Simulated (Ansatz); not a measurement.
**Changed inputs in constrained RPA: CsMoF3 (cubic perovskite) (Pm-3m)**

What does U in CsMoF3 (cubic perovskite) (Pm-3m) depend on besides the window?

Main program and level: Ansatz 0.2.0; constrained RPA on LDA, plane waves, PAW.

The structure was built from a prototype and need not be the compound's stable phase.

## 1. The structure

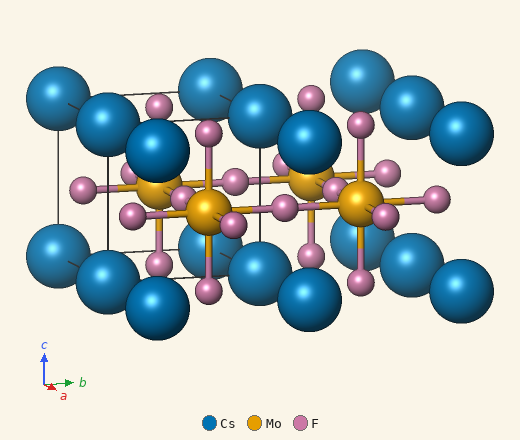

Start, viewed slightly off an axis; caesium blue, molybdenum orange, fluorine pink. 2×2×1 cells are drawn. Some periodic images of atoms are drawn too.

Structure file:

```cif
data_structure
_symmetry_space_group_name_H-M 'P 1'
_symmetry_Int_Tables_number 1
_cell_length_a 4.2126
_cell_length_b 4.2126
_cell_length_c 4.2126
_cell_angle_alpha 90.000
_cell_angle_beta 90.000
_cell_angle_gamma 90.000
_cell_volume 74.76
loop_
_atom_site_label
_atom_site_type_symbol
_atom_site_fract_x
_atom_site_fract_y
_atom_site_fract_z
_atom_site_occupancy
Cs1 Cs 0.00000 0.00000 0.00000 1
Mo2 Mo 0.50000 0.50000 0.50000 1
F3 F 0.50000 0.50000 0.00000 1
F4 F 0.50000 0.00000 0.50000 1
F5 F 0.00000 0.50000 0.50000 1
```

The structure was relaxed with LDA. The structure type comes from a generator and need not be one that this composition takes. The structure was generated from a model, not taken from a measurement. The runs that relaxed it are not among those shown. The program's search for lower electronic states was switched off, so nothing shows that the state found is the lowest. Spin-orbit coupling is left out unless a step names it. The default PAW set here is soft_2. Its files were made with PBE.

## 2. Base: Mo t2g, bands v2 to c1, 4×4×4 mesh, medium accuracy

Constrained RPA screens the interaction with every transition except those inside the target bands, which a later many-body model would treat itself.

Input file input.yaml:

```yaml
crystal:
  lattice:
    - [0.0, -4.21264457, 0.0]
    - [0.0, 0.0, 4.21264457]
    - [-4.21264457, 0.0, 0.0]
  atoms:
    - { symbol: Cs, position: [0.0, 0.0, 0.0] }
    - { symbol: Mo, position: [0.5, 0.5, 0.5] }
    - { symbol: F, position: [0.5, 0.5, 0.0] }
    - { symbol: F, position: [0.5, 0.0, 0.5] }
    - { symbol: F, position: [0.0, 0.5, 0.5] }
kpoints:
  mp_grid: { grid: [6, 6, 6] }
hamiltonian:
  xc: lda
scf:
  occupations: { method: gaussian, width: 0.08 }
  n_extra_bands: 19
  max_iter: 150
  lower_state_search: "off"
output:
  crpa:
    kmesh: [4, 4, 4]
    target_bands: [v2, c1]
    projections: [{ species: Mo, l: d, shell: 4, orbitals: [dxz, dyz, dxy] }]
  local_orbitals:
    kmesh: [8, 8, 8]
    orbitals: [{ species: Mo, l: d, shell: 4, orbitals: [dxz, dyz, dxy] }]
    window: { bands: [v2, c1] }
    seedname: lo
```

Started as:

```sh
$ ansatz run input.yaml --threads 4 --pin off --max-ram 9216MiB --backend cpu --events-out ev --progress --plain --runs-dir out
```

Numbers of over 12 decimals in the logs are rounded to 6 here.

What it wrote:

```text
scf.n_extra_bands = 19 over 22 filled bands (N_el = 44.0): the run solves 41 bands
Engine: ansatz 0.2.0, aarch64-unknown-linux-gnu
Pseudopotentials: kind: paw
Pseudopotential: Cs, paw, valence charge 9, recommended cutoff 420 eV (normal), Cs.paw.azcp
Pseudopotential: Mo, paw, valence charge 14, recommended cutoff 420 eV (normal), Mo.paw.azcp
Pseudopotential: F, paw, valence charge 7, recommended cutoff 420 eV (normal), F.paw.azcp
Functional definition: SPW92
  exchange = slater_x
  correlation = pw_c
Crystal: 5 atoms, lattice volume = 74.759 Å³
Basis set: ecut = 420 eV, 1419 PW (Γ)
Bands: 41, of which v1, the nominal top of the filled ones, is band 22 counted from 1 (21 counted from 0)
Symmetry: 48 space group operations
Space group: Pm-3m (ITA 221), of the structure as read, at distance tolerance 4.2e-5 Å
k-points: 20 of 216
Non-local potential: Cs, projectors of the file, l = 0: 3, l = 1: 2, l = 2: 2, l = 3: 2
Non-local potential: Mo, projectors of the file, l = 0: 3, l = 1: 2, l = 2: 2, l = 3: 1
Non-local potential: F, projectors of the file, l = 0: 2, l = 1: 2, l = 2: 1
PAW form: soft (Blöchl's): semilocal exchange-correlation on the pseudo side does not see the compensation charge
PAW frozen core: Cs, regenerated for the run's functional, and the local potential with it (the file was generated under x = pbe(κ = 0.804, μ = 0.219515), c = pbe(β = 0.066725))
PAW frozen core: Mo, regenerated for the run's functional, and the local potential with it (the file was generated under x = pbe(κ = 0.804, μ = 0.219515), c = pbe(β = 0.066725))
PAW frozen core: F, regenerated for the run's functional, and the local potential with it (the file was generated under x = pbe(κ = 0.804, μ = 0.219515), c = pbe(β = 0.066725))
PAW one-centre angular grid: Cs, 194 points (default); XC on 64 Gauss nodes
PAW one-centre angular grid: Mo, 590 points (default); XC on 64 Gauss nodes
PAW one-centre angular grid: F, 110 points (default); XC on 64 Gauss nodes
Initial density: superposition of atomic densities (neutral atoms: chi_scale 0, normalization atom), corrected by the library's trained network
Initial wavefunctions: pseudopotential atomic-orbital guess
Functional: x = slater, c = lda
SCF iter   1: F=—  HF=-12730.009419 eV  |F-HF|=—  |Δ(HF+E_count)|=         —  Δρ=1.73e-2  dr2=1.50e-1  ethr=1.77e-3  ⟨swp⟩=5.6  Hψ=3703  notcnv=0  defer=140
preconditioner: auto → LDOS  [metal: Δε(μ)=0.020 eV  Ē_g=16.025 eV  σ=0.080 eV  W_gap=0.14  n_scr=18 (ndim 8)  ℏωp=23.5 eV  f_vac=0.013  D(μ)=3.60/eV (n_scr^D=26)  β→1.0]
SCF iter   2: F=—  HF=-12729.972251 eV  |F-HF|=—  |Δ(HF+E_count)|=   3.72e-2  Δρ=8.92e-3  dr2=2.63e-2  ethr=3.41e-4  ⟨swp⟩=2.0  Hψ=1479  notcnv=0  defer=238
[...]
SCF iter   7: F=-12729.964496 eV  HF=-12729.964496 eV  |F-HF|=7.95e-10  |Δ(HF+E_count)|=   1.61e-7  Δρ=2.88e-6  dr2=2.85e-9  ethr=2.27e-10  ⟨swp⟩=9.6  Hψ=4248  notcnv=0
SCF 1 converged in 7 iterations: F = -12729.964496 eV  dr2 = 2.85e-9
[...]
NSCF: frozen V_eff on 38 k-points
NSCF: frozen V_eff on 10 k-points
[...]
cRPA screening: q 1/64
cRPA screening: q 2/64
cRPA screening: q 8/64 (q-point 3)
cRPA screening: q 11/64 (q-point 6)
cRPA screening: q 23/64 (q-point 7)
cRPA screening: q 35/64 (q-point 11)
cRPA screening: q 38/64 (q-point 22)
cRPA screening: q 46/64 (q-point 23)
cRPA screening: q 58/64 (q-point 27)
cRPA screening: q 64/64 (q-point 43)
SCF converged after 7 iterations
Free energy (F): -12729.964496 eV
Harris-Foulkes:  -12729.964496 eV  (|F-HF|=7.95e-10)
Internal energy: -12729.952850 eV  (E = F + TS)
E sigma→0 (E₀):  -12729.958673 eV
Entropy (-TS):   -0.011647 eV (-2.329 meV/atom)
Fermi energy:    11.876461 eV
--- Per-component energies (eV) ---
  E_band       = -220.517422
  E_kinetic    = 1204.958538
  E_local      = -3265.659020  (includes V_loc(G=0)·N_el)
  E_nonlocal   = 412.426302
  E_hartree    = 1229.290254
  E_xc         = -589.110140
  E_vxc        = -658.055438  (∫ρ·V_xc dr)
  E_paw        = -8556.049572  (= ΣΔE_a)
  E_vpaw       = -372.773931  (= ΣTr[D̂ρ^β])
  E_aug_tail   = 0.006001  (compensation charges beyond the density's cutoff)
  E_ewald      = -3166.898340
  E_core_change = 1.083128  (= ΣΔE_core)
  E_smearing   = -0.011647  (= −TS)
  E_closure    = -0.000000  (closes the sum)
  Σ components = -12729.964496   (vs F -12729.964496, Δ=0.00e0)
--- Band table (eV; the first three rows and the last of 20) ---
  k-point 0: bands = [... 18 lower, 5.3155, 5.3155, 10.6080, 10.6080, 10.6080, 12.4536, 12.4536, 13.1817, ... 15 higher]
  k-point 1: bands = [... 18 lower, 5.1987, 5.1987, 10.6405, 10.8981, 10.8981, 12.5058, 12.9467, 13.6894, ... 15 higher]
  k-point 2: bands = [... 18 lower, 4.9288, 4.9288, 10.7076, 11.4936, 11.4936, 12.5914, 13.7025, 14.6682, ... 15 higher]
  k-point 19: bands = [... 18 lower, 5.0524, 5.0524, 12.5667, 12.5667, 12.5667, 14.8924, 14.8924, 14.8924, ... 15 higher]
--- cRPA (band scheme, projected local orbitals): target bands 21..23 (1-based), 3 Wannier function(s), 4×4×4 mesh, 46 bands' worth read of 51 solved, ecut_chi 136.0 eV, v(q+G=0) probe_charge, pair densities all_electron ---
  bands read: the sum over 46 bands ends inside a degenerate multiplet in 2 slots, whose members it reads at an even weight; the widest, k=0: bands 46 to 48 (counted from 1) at 1/3 each
  χ-basis size per q: N_G = 256..280
  window electrons = 4.0000, filled by tetrahedron_uncorrected; constrained ε̄⁻¹(q = 0, 0) head = 0.298346; min gauge Gram eig = 0.8010
  Kanamori averages over each shell's own Wannier functions (sites counted from 0, functions from 1):
    Site 1, 4D, 3 of 5 d orbitals (Wannier functions 1, 2, 3; wannier90's mr 2, 3, 5):
      screened: U = 4.5587 eV, U' = 3.8148 eV, J = 0.3548 eV
      screened, to within: U = 1.2e-2 eV, U' = 1.2e-2 eV, J = 8.9e-4 eV
      bare: V = 12.9373 eV, V' = 11.9180 eV, J = 0.5072 eV
  Hermiticity witness max|P − P†| over intra, direct and exchange elements: 4.44e-15 eV (screened), 1.88e-19 eV (bare)
  Reality witness max|Im| over intra, direct and exchange elements: 3.51e-19 eV (screened), 3.98e-19 eV (bare)
```

It took 30 s on 4 threads of Arm Neoverse V2, shared host; peak memory 0.6 GiB.

This step gave:

* U: 4.559 eV
* U prime (inter-orbital): 3.815 eV
* J: 0.3548 eV
* bare V: 12.94 eV
* bare J: 0.5072 eV
* stated bound on U: 0.01114 eV
* U over bare V: 0.3524
* electrons in the window: 4.000
* head of the constrained inverse dielectric matrix: 0.2983
* least eigenvalue of the projection's overlap: 0.8010
* target functions: 3
* bands in the sums: 46
* r.m.s. miss of the model bands: 2.10e-4 eV
* width of the target bands: 1.959 eV
* weight of the projected orbitals in the window: 0.8862

On the Mo t2g shell, screening brings the on-site interaction from 12.9 eV down to U = 4.56 eV.

## 3. Changed: 2×2×2 mesh

input.yaml, the sections that differ from step 2:

```yaml
output:
  crpa:
    kmesh: [2, 2, 2]
    target_bands: [v2, c1]
    projections: [{ species: Mo, l: d, shell: 4, orbitals: [dxz, dyz, dxy] }]
# crystal, kpoints, hamiltonian, scf: as in step 2
```

What it wrote:

```text
[...]
Crystal: 5 atoms, lattice volume = 74.759 Å³
Basis set: ecut = 420 eV, 1419 PW (Γ)
Bands: 41, of which v1, the nominal top of the filled ones, is band 22 counted from 1 (21 counted from 0)
Symmetry: 48 space group operations
[...]
k-points: 20 of 216
[...]
SCF iter   1: F=—  HF=-12730.009419 eV  |F-HF|=—  |Δ(HF+E_count)|=         —  Δρ=1.73e-2  dr2=1.50e-1  ethr=1.77e-3  ⟨swp⟩=5.6  Hψ=3703  notcnv=0  defer=140
[...]
SCF iter   7: F=-12729.964496 eV  HF=-12729.964496 eV  |F-HF|=7.95e-10  |Δ(HF+E_count)|=   1.61e-7  Δρ=2.88e-6  dr2=2.85e-9  ethr=2.27e-10  ⟨swp⟩=9.6  Hψ=4248  notcnv=0
SCF 1 converged in 7 iterations: F = -12729.964496 eV  dr2 = 2.85e-9
[...]
NSCF: frozen V_eff on 4 k-points
[...]
cRPA screening: q 1/8
cRPA screening: q 2/8
cRPA screening: q 5/8 (q-point 4)
cRPA screening: q 8/8
SCF converged after 7 iterations
Free energy (F): -12729.964496 eV
[...]
Internal energy: -12729.952850 eV  (E = F + TS)
E sigma→0 (E₀):  -12729.958673 eV
Entropy (-TS):   -0.011647 eV (-2.329 meV/atom)
Fermi energy:    11.876461 eV
[...]
--- Band table (eV; the first three rows and the last of 20) ---
  k-point 0: bands = [... 18 lower, 5.3155, 5.3155, 10.6080, 10.6080, 10.6080, 12.4536, 12.4536, 13.1817, ... 15 higher]
  k-point 1: bands = [... 18 lower, 5.1987, 5.1987, 10.6405, 10.8981, 10.8981, 12.5058, 12.9467, 13.6894, ... 15 higher]
  k-point 2: bands = [... 18 lower, 4.9288, 4.9288, 10.7076, 11.4936, 11.4936, 12.5914, 13.7025, 14.6682, ... 15 higher]
  k-point 19: bands = [... 18 lower, 5.0524, 5.0524, 12.5667, 12.5667, 12.5667, 14.8924, 14.8924, 14.8924, ... 15 higher]
[...]
χ-basis size per q: N_G = 256..280
[...]
Site 1, 4D, 3 of 5 d orbitals (Wannier functions 1, 2, 3; wannier90's mr 2, 3, 5):
      screened: U = 4.8230 eV, U' = 4.0548 eV, J = 0.3596 eV
      screened, to within: U = 1.1e-2 eV, U' = 1.1e-2 eV, J = 9.0e-4 eV
      bare: V = 13.2762 eV, V' = 12.2329 eV, J = 0.5165 eV
[...]
```

It took 5.5 s on 4 threads; peak memory 0.52 GiB; 18 s of CPU time.

This step gave:

- U: 4.823 eV
- U prime (inter-orbital): 4.055 eV
- J: 0.3596 eV
- bare V: 13.28 eV
- bare J: 0.5165 eV
- stated bound on U: 0.01049 eV
- U over bare V: 0.3633
- electrons in the window: 4.000
- head of the constrained inverse dielectric matrix: 0.2763
- least eigenvalue of the projection's overlap: 0.8010
- target functions: 3
- bands in the sums: 46
- width of the target bands: 1.959 eV
- weight of the projected orbitals in the window: 0.8862

On the Mo t2g shell, screening brings the on-site interaction from 13.3 eV down to U = 4.82 eV.

## 4. Changed: 6×6×6 mesh

input.yaml, as its differences from that of step 3:

```diff
@@ -22,3 +22,3 @@
   crpa:
-    kmesh: [2, 2, 2]
+    kmesh: [6, 6, 6]
     target_bands: [v2, c1]
```

What it wrote:

```text
[...]
Crystal: 5 atoms, lattice volume = 74.759 Å³
Basis set: ecut = 420 eV, 1419 PW (Γ)
Bands: 41, of which v1, the nominal top of the filled ones, is band 22 counted from 1 (21 counted from 0)
Symmetry: 48 space group operations
[...]
k-points: 20 of 216
[...]
k-point 19: bands = [... 18 lower, 5.0524, 5.0524, 12.5667, 12.5667, 12.5667, 14.8924, 14.8924, 14.8924, ... 15 higher]
[...]
χ-basis size per q: N_G = 256..284
[...]
Site 1, 4D, 3 of 5 d orbitals (Wannier functions 1, 2, 3; wannier90's mr 2, 3, 5):
      screened: U = 4.5600 eV, U' = 3.8170 eV, J = 0.3546 eV
      screened, to within: U = 1.2e-2 eV, U' = 1.2e-2 eV, J = 9.4e-4 eV
      bare: V = 12.9118 eV, V' = 11.8936 eV, J = 0.5068 eV
[...]
[key lines of the parts left out:]
SCF converged after 7 iterations
Free energy (F): -12729.964496 eV
Fermi energy:    11.876461 eV
```

The job ended after 2.7 min (4 threads; peak memory 0.82 GiB; 10 min of CPU time).

Numbers from this step:

- U: 4.560 eV
- U prime (inter-orbital): 3.817 eV
- J: 0.3546 eV
- bare V: 12.91 eV
- bare J: 0.5068 eV
- stated bound on U: 0.01195 eV
- U over bare V: 0.3532
- electrons in the window: 4
- head of the constrained inverse dielectric matrix: 0.3011
- least eigenvalue of the projection's overlap: 0.8010
- target functions: 3
- bands in the sums: 46
- width of the target bands: 1.959 eV
- weight of the projected orbitals in the window: 0.8862

On the Mo t2g shell, screening brings the on-site interaction from 12.9 eV down to U = 4.56 eV.

## 5. Changed: sums over states on smooth products

input.yaml, as its differences from that of step 4:

```diff
@@ -22,4 +22,8 @@
   crpa:
-    kmesh: [6, 6, 6]
+    kmesh: [4, 4, 4]
     target_bands: [v2, c1]
     projections: [{ species: Mo, l: d, shell: 4, orbitals: [dxz, dyz, dxy] }]
+    accuracy: sum_over_states
+    pair_densities: pseudo
+    n_empty_bands: 44
+    ecut_chi: 136
```

What it wrote:

```text
[...]
Crystal: 5 atoms, lattice volume = 74.759 Å³
Basis set: ecut = 420 eV, 1419 PW (Γ)
Bands: 41, of which v1, the nominal top of the filled ones, is band 22 counted from 1 (21 counted from 0)
Symmetry: 48 space group operations
[...]
k-points: 20 of 216
[...]
χ-basis size per q: N_G = 256..280
[...]
U and J over all bands: no bound (output.crpa.accuracy: sum_over_states); those below are of the sums over the bands read on the sphere of ecut_chi alone
[...]
Site 1, 4D, 3 of 5 d orbitals (Wannier functions 1, 2, 3; wannier90's mr 2, 3, 5):
      screened: U = 4.7539 eV, U' = 3.8755 eV, J = 0.3930 eV
      bare: V = 12.9373 eV, V' = 11.9180 eV, J = 0.5072 eV
[...]
[key lines of the parts left out:]
SCF converged after 7 iterations
Free energy (F): -12729.964496 eV
Fermi energy:    11.876461 eV
```

Run time: 4.6 s. Hardware: 4 threads; peak memory 0.44 GiB.

This variant gives U = 4.75 eV against 4.56 eV. It is a finite sum over empty states with no bound on its error and stays out of the table below.

## 6. Changed: accuracy high

input.yaml, as its differences from that of step 5:

```diff
@@ -25,5 +25,2 @@
     projections: [{ species: Mo, l: d, shell: 4, orbitals: [dxz, dyz, dxy] }]
-    accuracy: sum_over_states
-    pair_densities: pseudo
-    n_empty_bands: 44
-    ecut_chi: 136
+    accuracy: high
```

What it wrote:

```text
[...]
Crystal: 5 atoms, lattice volume = 74.759 Å³
Basis set: ecut = 420 eV, 1419 PW (Γ)
Bands: 41, of which v1, the nominal top of the filled ones, is band 22 counted from 1 (21 counted from 0)
Symmetry: 48 space group operations
[...]
k-points: 20 of 216
[...]
k-point 19: bands = [... 18 lower, 5.0524, 5.0524, 12.5667, 12.5667, 12.5667, 14.8924, 14.8924, 14.8924, ... 15 higher]
[...]
χ-basis size per q: N_G = 256..280
[...]
Site 1, 4D, 3 of 5 d orbitals (Wannier functions 1, 2, 3; wannier90's mr 2, 3, 5):
      screened: U = 4.5611 eV, U' = 3.8166 eV, J = 0.3550 eV
      screened, to within: U = 5.7e-4 eV, U' = 5.7e-4 eV, J = 5.0e-5 eV
      bare: V = 12.9373 eV, V' = 11.9180 eV, J = 0.5072 eV
[...]
[key lines of the parts left out:]
SCF converged after 7 iterations
Free energy (F): -12729.964496 eV
Fermi energy:    11.876461 eV
```

It took 51 s on 4 threads; peak memory 0.71 GiB.

This step gave:

| Property | Result |
| --- | --- |
| U | 4.561 eV |
| U prime (inter-orbital) | 3.817 eV |
| J | 0.3550 eV |
| bare V | 12.94 eV |
| bare J | 0.5072 eV |
| stated bound on U | 5.66e-4 eV |
| U over bare V | 0.3526 |
| electrons in the window | 4.000 |
| head of the constrained inverse dielectric matrix | 0.2984 |
| least eigenvalue of the projection's overlap | 0.8010 |
| target functions | 3 |
| bands in the sums | 46 |
| width of the target bands | 1.959 eV |
| weight of the projected orbitals in the window | 0.8862 |

On the Mo t2g shell, screening brings the on-site interaction from 12.9 eV down to U = 4.56 eV.

(Continued in part 2 of 2.)

[Paths, hosts, dates, memory and timing lines, banners, echoed tables and standing remarks are left out of the program output.]

[Logs are printed without paths, hosts, clocks, repeated set-up lines and the standing remarks that a program may print on its own settings, such as how far it seeks lower states.]

[Runs of the session that timed out or met a known fault of the program may be left out.]

[Hosts, paths, dates, database ids (printed as entryN), source tags and the programs' standing remarks are cut or masked in the printed files.]
